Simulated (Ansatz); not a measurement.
Input file:

```
crystal:
  periodic: [false, false, false]
  atoms:
    - symbol: C
      position_ang: [-0.623673, 2.203516, 1.742448]
    - symbol: C
      position_ang: [-0.992196, 1.477916, 0.819060]
    - symbol: C
      position_ang: [-2.873948, 1.097598, -1.596262]
    - symbol: Si
      position_ang: [-1.497613, 0.345042, -0.542738]
    - symbol: Si
      position_ang: [0.550674, -0.427270, -1.460044]
    - symbol: Si
      position_ang: [0.680537, -1.874993, 0.412752]
    - symbol: Si
      position_ang: [-1.686789, -1.780825, 0.495595]
    - symbol: H
      position_ang: [-0.302928, 2.844926, 2.553087]
    - symbol: H
      position_ang: [-3.765877, 1.303610, -0.971445]
    - symbol: H
      position_ang: [-3.159619, 0.398460, -2.406736]
    - symbol: H
      position_ang: [-2.532644, 2.049611, -2.049642]
    - symbol: H
      position_ang: [0.293203, -1.251699, -2.698836]
    - symbol: H
      position_ang: [1.657911, 0.554945, -1.736709]
    - symbol: H
      position_ang: [1.283953, -1.164679, 1.595223]
    - symbol: H
      position_ang: [1.340464, -3.217436, 0.238571]
    - symbol: H
      position_ang: [-2.404578, -1.902827, 1.813606]
    - symbol: H
      position_ang: [-2.250436, -2.790774, -0.475430]
basis:
  gaussian:
    orbitals: def2-SVPD
total_charge: 0
hamiltonian:
  xc: pbe0
output: {forces: true, orbitals: {seedname: orbitals}}
```

Command:

```sh
ansatz run input.yaml --threads 2 --pin off --max-ram 5220MiB --events-out events.jsonl --progress --plain --runs-dir runs
```

Geometry: PBE-D3(BJ)/def2-SVP.

The calculation used isolated molecule in a Gaussian basis; Kohn-Sham density functional theory, functional PBE0 in Ansatz 0.2.0.

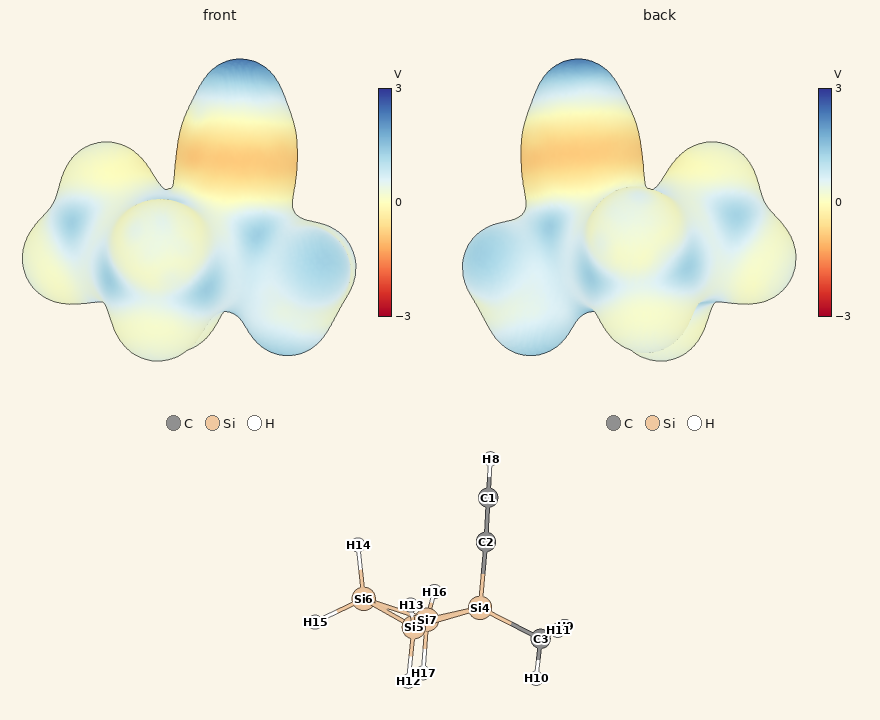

C3H10Si4. The electrostatic potential painted on the density surface at 0.004 e/bohr³, seen from the front and from behind; the colour scale runs from red (negative) to blue (positive). The bare structure is drawn below in the same view.

Describe the electrostatic potential map.

Answer. The most negative region (about −0.8 V) lies over C1 and C2, the most positive (about +2.2 V) over H8.
